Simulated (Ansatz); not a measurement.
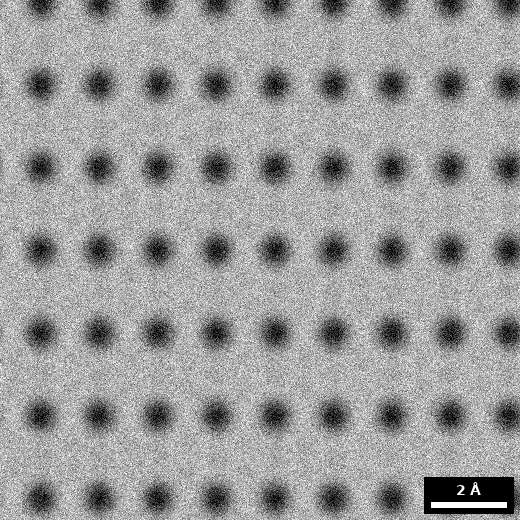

HRTEM-like image of Mo (Im-3m, No. 229) along [110]. Simulated in the weak-phase-object approximation with neutral-atom potentials: 300 kV, Cs = 20 µm, defocus −75 Å (negative is underfocus), defocus spread 8 Å, aperture 1.36 1/Å. Shot noise was added. Atomic positions: the geometry given to an electronic-structure calculation, possibly off equilibrium.

Q: Do the atom columns appear dark or bright, and why?

A: Dark. With positive Cs and underfocus sin χ is negative over the pass band, so the strongest columns (Mo) come out darker than the background.

Q: What point resolution do these settings give, and which lattice spacings pass?

A: About 0.7 Å (0.66 |Cs|^(1/4) λ^(3/4) with λ = 0.0197 Å). The spacings that carry visible contrast are {110} at 2.23 Å, {200} at 1.58 Å, {211} at 1.29 Å, {220} at 1.11 Å, {222} at 0.91 Å.
